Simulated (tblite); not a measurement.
**C8H5F3: geometry relaxation (part 2 of 2)**

The same run, continued: C8H5F3 ((trifluorovinyl)benzene), SMILES FC(F)=C(F)c1ccccc1; GFN2-xTB geometry optimisation, gas phase (tblite 0.8.0). It belongs to a series of runs on one base structure; here: H on C replaced by CF=CF2.

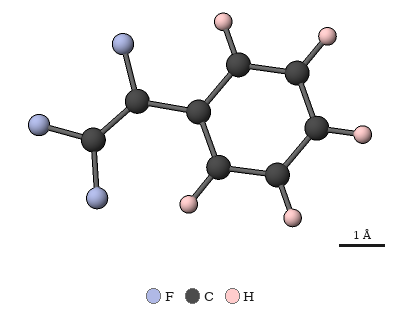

**Figure 1.** The geometry at step 59 of the log (ball-and-stick view, seen at a tilt).

**Trajectory as extended XYZ, continued**
```
16
Properties=species:S:1:pos:R:3:forces:R:3 step=41 energy=-920.62612
F     4.0691   -0.0412   -0.4423    0.0130  -0.0020  -0.0080
C     2.7718    0.2076   -0.5600    0.0060  -0.0060   0.0090
F     2.5579    1.0722   -1.5442    0.0170   0.0010   0.0160
C     1.8258   -0.3477    0.2014   -0.0030  -0.0130  -0.0150
F     2.2632   -1.2390    1.1188    0.0070   0.0060   0.0110
C     0.3821   -0.1472    0.1500    0.0040   0.0100  -0.0090
C    -0.4481   -1.0733    0.7842    0.0140   0.0110   0.0020
C    -1.8203   -0.9203    0.7427    0.0080  -0.0120   0.0010
C    -2.3817    0.1494    0.0658   -0.0030  -0.0020   0.0130
C    -1.5617    1.0810   -0.5498   -0.0130   0.0050  -0.0010
C    -0.1879    0.9439   -0.5070   -0.0060   0.0060  -0.0020
H    -0.0093   -1.9116    1.3033   -0.0110  -0.0010   0.0070
H    -2.4531   -1.6384    1.2407   -0.0080  -0.0250  -0.0070
H    -3.4543    0.2598    0.0223   -0.0110   0.0110   0.0130
H    -1.9955    1.9245   -1.0638   -0.0080   0.0170  -0.0130
H     0.4343    1.6893   -0.9733   -0.0070  -0.0050  -0.0170
16
Properties=species:S:1:pos:R:3:forces:R:3 step=43 energy=-920.62643
F     4.0699   -0.0465   -0.4390    0.0140   0.0040  -0.0060
C     2.7741    0.2093   -0.5572   -0.0100  -0.0110  -0.0090
F     2.5653    1.0760   -1.5412    0.0130  -0.0070   0.0360
C     1.8251   -0.3478    0.1996    0.0000  -0.0010  -0.0100
F     2.2621   -1.2422    1.1149   -0.0060   0.0160   0.0010
C     0.3810   -0.1452    0.1492    0.0160  -0.0020  -0.0100
C    -0.4474   -1.0728    0.7843    0.0140   0.0220  -0.0080
C    -1.8198   -0.9207    0.7435    0.0050   0.0040   0.0060
C    -2.3827    0.1499    0.0692    0.0050  -0.0030  -0.0120
C    -1.5646    1.0806   -0.5509    0.0080   0.0100   0.0080
C    -0.1905    0.9448   -0.5094    0.0170  -0.0110   0.0060
H    -0.0065   -1.9108    1.3027   -0.0210   0.0070   0.0010
H    -2.4524   -1.6392    1.2410   -0.0090  -0.0300  -0.0010
H    -3.4553    0.2611    0.0265   -0.0130   0.0040   0.0180
H    -1.9983    1.9232   -1.0668   -0.0140   0.0110  -0.0060
H     0.4322    1.6892   -0.9777   -0.0190  -0.0140  -0.0130
16
Properties=species:S:1:pos:R:3:forces:R:3 step=46 energy=-920.62707
F     4.0732   -0.0526   -0.4344   -0.0010   0.0020   0.0090
C     2.7794    0.2171   -0.5485    0.0110  -0.0220  -0.0240
F     2.5826    1.1066   -1.5129   -0.0090   0.0240   0.0060
C     1.8243   -0.3531    0.1903    0.0130   0.0120   0.0150
F     2.2601   -1.2658    1.0881   -0.0200  -0.0010   0.0120
C     0.3810   -0.1451    0.1460   -0.0010  -0.0140  -0.0050
C    -0.4465   -1.0682    0.7890   -0.0270  -0.0040  -0.0040
C    -1.8198   -0.9181    0.7505   -0.0140   0.0210  -0.0020
C    -2.3848    0.1514    0.0743   -0.0020   0.0010  -0.0150
C    -1.5683    1.0778   -0.5556    0.0080  -0.0020   0.0140
C    -0.1938    0.9400   -0.5179   -0.0010  -0.0070  -0.0100
H    -0.0070   -1.9045    1.3116   -0.0100   0.0120  -0.0070
H    -2.4528   -1.6383    1.2483    0.0290   0.0140  -0.0120
H    -3.4582    0.2660    0.0372    0.0190  -0.0120   0.0140
H    -2.0024    1.9165   -1.0801   -0.0010  -0.0220   0.0290
H     0.4254    1.6793   -0.9975    0.0040  -0.0020  -0.0190
16
Properties=species:S:1:pos:R:3:forces:R:3 step=48 energy=-920.62753
F     4.0753   -0.0528   -0.4304   -0.0090   0.0010   0.0050
C     2.7830    0.2261   -0.5414    0.0070  -0.0080  -0.0130
F     2.5949    1.1494   -1.4757   -0.0090   0.0050   0.0130
C     1.8238   -0.3608    0.1798    0.0110   0.0020   0.0180
F     2.2567   -1.3000    1.0516   -0.0170   0.0030   0.0070
C     0.3810   -0.1493    0.1420   -0.0070   0.0000  -0.0050
C    -0.4482   -1.0637    0.7956   -0.0070  -0.0100  -0.0060
C    -1.8210   -0.9111    0.7607    0.0000   0.0000  -0.0130
C    -2.3859    0.1524    0.0758   -0.0060   0.0030   0.0140
C    -1.5687    1.0726   -0.5617   -0.0070  -0.0130  -0.0010
C    -0.1946    0.9318   -0.5276   -0.0090   0.0050  -0.0210
H    -0.0107   -1.8968    1.3241    0.0020   0.0000  -0.0020
H    -2.4523   -1.6289    1.2641    0.0220   0.0230  -0.0060
H    -3.4588    0.2682    0.0430    0.0050  -0.0050   0.0010
H    -2.0036    1.9056   -1.0942    0.0040  -0.0080   0.0300
H     0.4216    1.6664   -1.0172    0.0190   0.0010  -0.0210
16
Properties=species:S:1:pos:R:3:forces:R:3 step=51 energy=-920.62790
F     4.0771   -0.0577   -0.4236    0.0030   0.0010  -0.0050
C     2.7872    0.2305   -0.5359   -0.0110   0.0070   0.0170
F     2.6089    1.1809   -1.4444   -0.0090  -0.0040   0.0060
C     1.8231   -0.3646    0.1723   -0.0160   0.0020   0.0010
F     2.2502   -1.3236    1.0250   -0.0050  -0.0040   0.0120
C     0.3802   -0.1503    0.1364    0.0070   0.0070  -0.0070
C    -0.4483   -1.0601    0.7977    0.0210   0.0010  -0.0120
C    -1.8205   -0.9061    0.7671    0.0130  -0.0110  -0.0060
C    -2.3876    0.1538    0.0802    0.0050   0.0030   0.0030
C    -1.5714    1.0678   -0.5663    0.0050   0.0020  -0.0100
C    -0.1971    0.9272   -0.5384    0.0100  -0.0080  -0.0110
H    -0.0113   -1.8907    1.3301    0.0100  -0.0050  -0.0020
H    -2.4483   -1.6213    1.2755   -0.0120  -0.0060   0.0180
H    -3.4601    0.2693    0.0514   -0.0130   0.0050  -0.0030
H    -2.0081    1.8964   -1.1019   -0.0080   0.0260   0.0090
H     0.4184    1.6575   -1.0367   -0.0010  -0.0140  -0.0110
16
Properties=species:S:1:pos:R:3:forces:R:3 step=54 energy=-920.62819
F     4.0778   -0.0587   -0.4232   -0.0010   0.0000   0.0000
C     2.7880    0.2309   -0.5332    0.0010   0.0130   0.0200
F     2.6107    1.1878   -1.4352   -0.0080  -0.0070   0.0000
C     1.8228   -0.3651    0.1727    0.0050  -0.0060  -0.0030
F     2.2470   -1.3278    1.0231   -0.0030   0.0070  -0.0020
C     0.3808   -0.1497    0.1339   -0.0080  -0.0130  -0.0040
C    -0.4466   -1.0596    0.7962   -0.0130  -0.0060   0.0030
C    -1.8192   -0.9067    0.7662   -0.0090   0.0040   0.0080
C    -2.3881    0.1548    0.0827    0.0110  -0.0070  -0.0180
C    -1.5720    1.0667   -0.5679    0.0000   0.0130   0.0030
C    -0.1974    0.9250   -0.5445   -0.0070  -0.0050   0.0000
H    -0.0107   -1.8893    1.3315    0.0150   0.0050  -0.0140
H    -2.4469   -1.6210    1.2772    0.0020   0.0000   0.0080
H    -3.4616    0.2709    0.0554    0.0240   0.0030   0.0040
H    -2.0101    1.8979   -1.0991    0.0010   0.0110   0.0020
H     0.4179    1.6526   -1.0471   -0.0090  -0.0110  -0.0070
16
Properties=species:S:1:pos:R:3:forces:R:3 step=56 energy=-920.62842
F     4.0777   -0.0579   -0.4237   -0.0090   0.0070   0.0070
C     2.7877    0.2336   -0.5293    0.0060   0.0040   0.0000
F     2.6089    1.1923   -1.4293    0.0000  -0.0070   0.0050
C     1.8223   -0.3664    0.1725    0.0140  -0.0080  -0.0040
F     2.2456   -1.3314    1.0208   -0.0010   0.0080  -0.0040
C     0.3805   -0.1511    0.1322   -0.0090  -0.0120  -0.0050
C    -0.4465   -1.0600    0.7960   -0.0160  -0.0070   0.0080
C    -1.8191   -0.9068    0.7667   -0.0090   0.0040   0.0050
C    -2.3869    0.1548    0.0819   -0.0010  -0.0050  -0.0020
C    -1.5715    1.0672   -0.5691   -0.0090  -0.0010   0.0060
C    -0.1973    0.9224   -0.5479   -0.0130   0.0060   0.0010
H    -0.0091   -1.8882    1.3320    0.0080   0.0000  -0.0090
H    -2.4469   -1.6199    1.2801    0.0080   0.0110  -0.0050
H    -3.4601    0.2722    0.0565    0.0160   0.0030   0.0030
H    -2.0103    1.9003   -1.0975    0.0100  -0.0060   0.0030
H     0.4176    1.6477   -1.0534    0.0020   0.0020  -0.0090
16
Properties=species:S:1:pos:R:3:forces:R:3 step=59 energy=-920.62857
F     4.0785   -0.0601   -0.4180    0.0010   0.0130   0.0070
C     2.7906    0.2404   -0.5210   -0.0100   0.0010  -0.0030
F     2.6185    1.2197   -1.3999    0.0020  -0.0130   0.0070
C     1.8210   -0.3716    0.1649   -0.0010  -0.0030  -0.0070
F     2.2408   -1.3528    0.9963    0.0010   0.0060  -0.0070
C     0.3792   -0.1539    0.1262    0.0040   0.0000   0.0000
C    -0.4469   -1.0576    0.7985    0.0090   0.0000  -0.0040
C    -1.8189   -0.9027    0.7732    0.0030  -0.0020   0.0000
C    -2.3871    0.1554    0.0843   -0.0030   0.0060   0.0100
C    -1.5735    1.0639   -0.5738    0.0020  -0.0040  -0.0010
C    -0.1995    0.9170   -0.5579    0.0070  -0.0030   0.0010
H    -0.0075   -1.8831    1.3367    0.0040  -0.0070  -0.0010
H    -2.4447   -1.6123    1.2925   -0.0100   0.0000   0.0040
H    -3.4593    0.2745    0.0634   -0.0140   0.0060  -0.0010
H    -2.0130    1.8949   -1.1042    0.0050   0.0010  -0.0040
H     0.4142    1.6371   -1.0725   -0.0010  -0.0020  -0.0010
16
Properties=species:S:1:pos:R:3:forces:R:3 step=61 energy=-920.62869
F     4.0789   -0.0586   -0.4121    0.0100   0.0130   0.0050
C     2.7924    0.2475   -0.5137   -0.0090  -0.0020   0.0040
F     2.6265    1.2473   -1.3699   -0.0010  -0.0080  -0.0010
C     1.8199   -0.3780    0.1557   -0.0070   0.0020   0.0000
F     2.2379   -1.3753    0.9686    0.0020   0.0000  -0.0070
C     0.3785   -0.1575    0.1210    0.0060   0.0060   0.0050
C    -0.4470   -1.0555    0.8020    0.0100   0.0000  -0.0120
C    -1.8188   -0.8982    0.7805    0.0040  -0.0020   0.0000
C    -2.3878    0.1566    0.0873    0.0020   0.0080   0.0060
C    -1.5744    1.0595   -0.5785    0.0050   0.0030  -0.0040
C    -0.2007    0.9111   -0.5666    0.0090  -0.0120  -0.0040
H    -0.0070   -1.8790    1.3429   -0.0010  -0.0030  -0.0020
H    -2.4444   -1.6032    1.3059   -0.0110  -0.0070   0.0090
H    -3.4600    0.2773    0.0679   -0.0120   0.0050   0.0020
H    -2.0132    1.8881   -1.1129   -0.0050   0.0070  -0.0070
H     0.4115    1.6268   -1.0895   -0.0030  -0.0090   0.0060
16
Properties=species:S:1:pos:R:3:forces:R:3 step=64 energy=-920.62879
F     4.0798   -0.0505   -0.4027   -0.0030   0.0140   0.0020
C     2.7939    0.2609   -0.4996    0.0020   0.0030  -0.0040
F     2.6348    1.2941   -1.3176   -0.0010  -0.0290   0.0160
C     1.8179   -0.3896    0.1407    0.0230   0.0040   0.0090
F     2.2341   -1.4147    0.9200   -0.0020   0.0100  -0.0160
C     0.3779   -0.1651    0.1130   -0.0060  -0.0030   0.0030
C    -0.4471   -1.0532    0.8075   -0.0110  -0.0030  -0.0040
C    -1.8190   -0.8908    0.7928   -0.0050   0.0030   0.0000
C    -2.3882    0.1598    0.0923    0.0040   0.0030   0.0000
C    -1.5743    1.0523   -0.5872   -0.0090   0.0030  -0.0010
C    -0.2013    0.8979   -0.5827   -0.0120   0.0010  -0.0060
H    -0.0062   -1.8726    1.3546   -0.0100   0.0020  -0.0070
H    -2.4459   -1.5872    1.3296    0.0130   0.0050  -0.0050
H    -3.4609    0.2839    0.0748    0.0170   0.0020   0.0120
H    -2.0114    1.8787   -1.1270   -0.0090  -0.0050  -0.0050
H     0.4082    1.6049   -1.1199    0.0080  -0.0080   0.0070
16
Properties=species:S:1:pos:R:3:forces:R:3 step=66 energy=-920.62888
F     4.0800   -0.0503   -0.4036    0.0020   0.0090   0.0050
C     2.7936    0.2586   -0.5017    0.0100  -0.0010   0.0000
F     2.6326    1.2851   -1.3262   -0.0020   0.0030  -0.0090
C     1.8184   -0.3875    0.1435    0.0010   0.0010   0.0070
F     2.2350   -1.4077    0.9277    0.0020  -0.0110   0.0030
C     0.3780   -0.1640    0.1144   -0.0020  -0.0020  -0.0030
C    -0.4472   -1.0540    0.8060   -0.0060  -0.0020   0.0000
C    -1.8190   -0.8920    0.7907   -0.0020   0.0030  -0.0020
C    -2.3880    0.1597    0.0919    0.0000   0.0010   0.0000
C    -1.5744    1.0538   -0.5858   -0.0040   0.0010  -0.0030
C    -0.2013    0.8995   -0.5805   -0.0060   0.0020  -0.0010
H    -0.0065   -1.8739    1.3521   -0.0080  -0.0030  -0.0050
H    -2.4457   -1.5899    1.3254    0.0080   0.0020  -0.0020
H    -3.4604    0.2834    0.0744    0.0070   0.0030   0.0110
H    -2.0118    1.8805   -1.1248   -0.0060  -0.0050  -0.0040
H     0.4091    1.6075   -1.1149    0.0070  -0.0020   0.0010
16
Properties=species:S:1:pos:R:3:forces:R:3 step=69 energy=-920.62906
F     4.0830   -0.0412   -0.3894   -0.0010   0.0010   0.0000
C     2.7971    0.2698   -0.4874   -0.0090   0.0080   0.0100
F     2.6429    1.3264   -1.2751   -0.0050  -0.0070   0.0010
C     1.8174   -0.3969    0.1301    0.0020  -0.0020  -0.0080
F     2.2305   -1.4445    0.8801   -0.0070   0.0050   0.0010
C     0.3767   -0.1705    0.1047    0.0020  -0.0070  -0.0070
C    -0.4478   -1.0520    0.8083    0.0060   0.0040   0.0050
C    -1.8188   -0.8841    0.8021    0.0040   0.0020  -0.0040
C    -2.3882    0.1643    0.0990   -0.0020  -0.0010  -0.0090
C    -1.5767    1.0480   -0.5946    0.0070  -0.0070  -0.0050
C    -0.2043    0.8869   -0.5984    0.0110   0.0070   0.0090
H    -0.0069   -1.8685    1.3588   -0.0030  -0.0100  -0.0010
H    -2.4440   -1.5752    1.3471    0.0040   0.0030  -0.0010
H    -3.4599    0.2916    0.0884   -0.0080   0.0090   0.0130
H    -2.0150    1.8703   -1.1398   -0.0020  -0.0090   0.0000
H     0.4065    1.5848   -1.1455    0.0010   0.0040  -0.0040
16
Properties=species:S:1:pos:R:3:forces:R:3 step=71 energy=-920.62919
F     4.0846   -0.0322   -0.3775   -0.0040  -0.0020  -0.0010
C     2.7987    0.2788   -0.4753   -0.0060   0.0010   0.0070
F     2.6470    1.3538   -1.2379   -0.0050   0.0010   0.0010
C     1.8165   -0.4049    0.1195    0.0040  -0.0030  -0.0100
F     2.2273   -1.4695    0.8465   -0.0070   0.0060   0.0030
C     0.3760   -0.1771    0.0958    0.0030   0.0070   0.0080
C    -0.4476   -1.0510    0.8099    0.0020  -0.0040  -0.0080
C    -1.8180   -0.8781    0.8096    0.0030  -0.0010   0.0020
C    -2.3883    0.1677    0.1033    0.0030  -0.0030  -0.0020
C    -1.5773    1.0431   -0.6015    0.0040  -0.0020   0.0020
C    -0.2051    0.8781   -0.6108    0.0010  -0.0050  -0.0070
H    -0.0072   -1.8669    1.3621   -0.0040   0.0000  -0.0020
H    -2.4422   -1.5631    1.3633    0.0010   0.0010  -0.0010
H    -3.4599    0.2994    0.1002    0.0070   0.0080   0.0060
H    -2.0171    1.8626   -1.1497    0.0050  -0.0070  -0.0030
H     0.4050    1.5681   -1.1689   -0.0060   0.0030   0.0040
16
Properties=species:S:1:pos:R:3:forces:R:3 step=74 energy=-920.62924
F     4.0848   -0.0285   -0.3733   -0.0030  -0.0010  -0.0010
C     2.7989    0.2824   -0.4703   -0.0010   0.0020  -0.0050
F     2.6473    1.3625   -1.2257   -0.0020   0.0000   0.0050
C     1.8162   -0.4078    0.1156    0.0000  -0.0010   0.0010
F     2.2258   -1.4773    0.8358   -0.0030   0.0030   0.0040
C     0.3760   -0.1791    0.0932    0.0000   0.0000   0.0000
C    -0.4474   -1.0512    0.8096   -0.0010  -0.0020  -0.0030
C    -1.8175   -0.8762    0.8120    0.0000  -0.0030   0.0000
C    -2.3879    0.1689    0.1049    0.0030   0.0010   0.0040
C    -1.5771    1.0413   -0.6038    0.0000  -0.0030  -0.0010
C    -0.2053    0.8744   -0.6156   -0.0010  -0.0020  -0.0030
H    -0.0075   -1.8667    1.3627   -0.0010  -0.0010  -0.0020
H    -2.4416   -1.5592    1.3682    0.0000  -0.0010   0.0010
H    -3.4591    0.3035    0.1055    0.0060   0.0050   0.0020
H    -2.0173    1.8597   -1.1533    0.0060  -0.0040  -0.0050
H     0.4043    1.5621   -1.1769   -0.0030   0.0050   0.0020
```

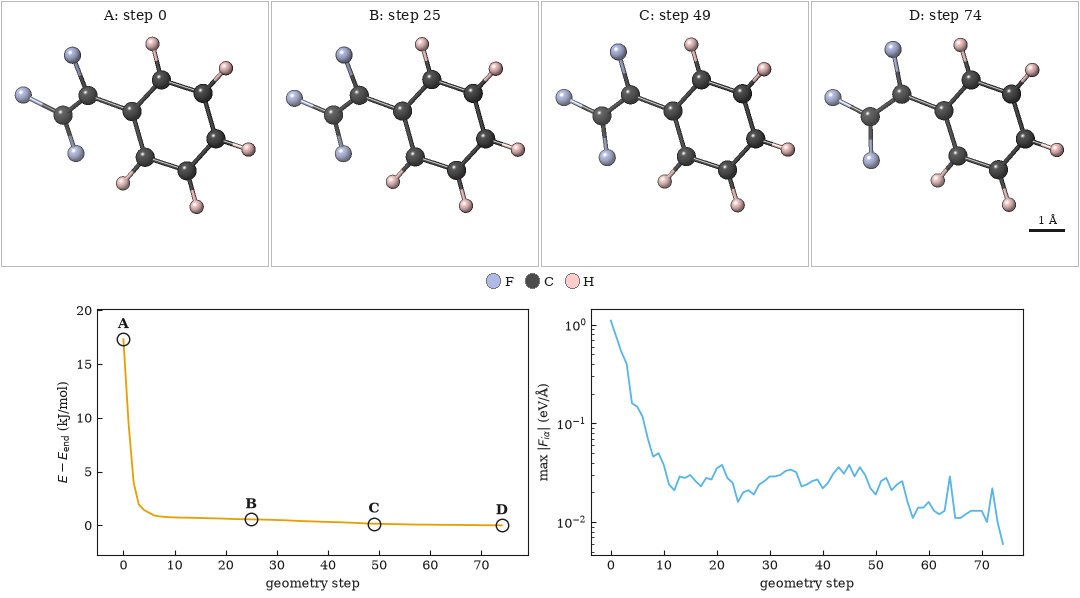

**Figure 2.** Frames of the relaxation (ball-and-stick view, seen at a tilt) above the curves, on which the letters mark them (steps are counted from 0).

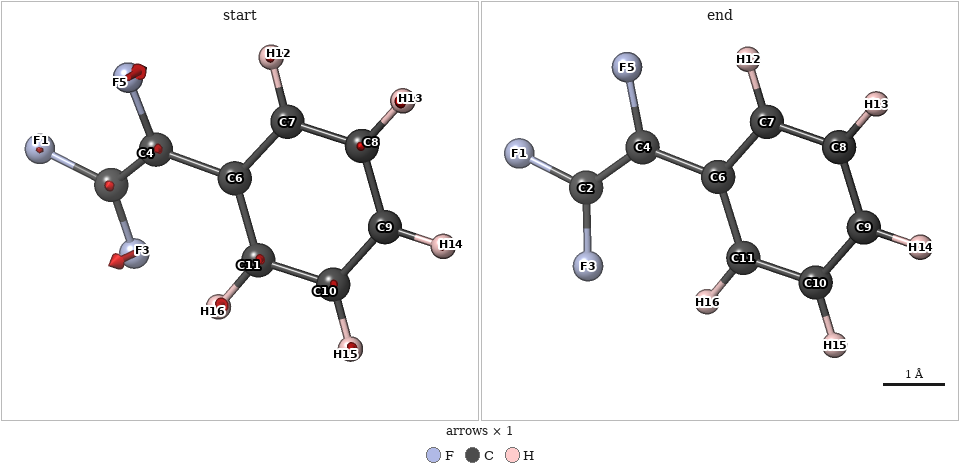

**Figure 3.** Before (left) and after (right) the relaxation, at one scale (ball-and-stick view, seen at a tilt). The red arrows give the displacements, at true length. F3 moves most after the best rigid fit: 0.65 Å. By element the largest moves are F 0.65 Å, H 0.31 Å, C 0.18 Å. Among the contacts that change: F1–C2 1.367 → 1.327 Å, C4–F5 1.373 → 1.353 Å, C4–C6 1.476 → 1.458 Å, C10–C11 1.400 → 1.382 Å. Among the angles that change: F1–C2–F3 118.8° → 110.1°, F1–C2–C4 118.8° → 124.0°, F3–C2–C4 122.4° → 125.9°. The energy falls by 17.3 kJ/mol in 74 geometry steps. The largest force component goes from 1.1 to 0.006 eV/Å. (Atoms are counted from 1 in the order of the input.)

This output came from the following input.

**Input**
```
{"job": {"kind": "relax", "xc": "GFN2-xTB", "basis": "xTB"}, "charge": 0, "multiplicity": 1}
F      4.104400    -0.110200    -0.381500
C      2.787400     0.177500    -0.609300
F      2.466100     0.920900    -1.666400
C      1.868000    -0.310700     0.227500
F      2.303400    -1.102900     1.261300
C      0.405400    -0.129500     0.139400
C     -0.427600    -1.077300     0.741000
C     -1.812500    -0.940900     0.706700
C     -2.387600     0.146300     0.064500
C     -1.581300     1.109700    -0.523300
C     -0.188700     0.973600    -0.486700
H     -0.007000    -1.947600     1.254900
H     -2.456100    -1.694400     1.180700
H     -3.469600     0.255900     0.027700
H     -2.025900     1.980600    -1.018000
H      0.414100     1.757900    -0.929800
```

The first line tells a small driver script what to run in tblite; the rest is the geometry in Å.

Launched with:
```bash
OMP_NUM_THREADS=2 python <driver script> task.json out
```

**Summary**

```tsv
quantity	value
outcome	converged
total energy	−920.6292 eV
hardware	2 CPU threads, shared host
wall time	0.79 s (CPU time 1.6 s)
peak memory	0.18 GiB
```
